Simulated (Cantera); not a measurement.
A closed system holds: 1 mol acetone, 0.044 mol CO₂, equilibrated at 225 Torr.

These are equilibrium values from Cantera (NASA tables, ideal gas, pure condensed phases), not measurements of a reactor. Candidate condensed phases: C, C₆H₆, C₇H₈, C₈H₁₈, H₂O; 131 gas species. Ions and electrons are included (thermal ionisation). The feed counts by its element totals alone. Equilibrium is a limit: real reactors are often held back by kinetics, nucleation or transport.

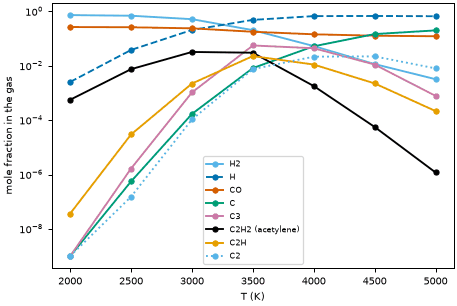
Equilibrium gas composition (values under 1e-9 drawn at 1e-9)

Read off the mole fractions at 2000 K.

H₂ about 0.73, CO about 0.27, H about 0.0025, C₂H₂ (acetylene) about 0.00056, C₂H about 3.7e-8.
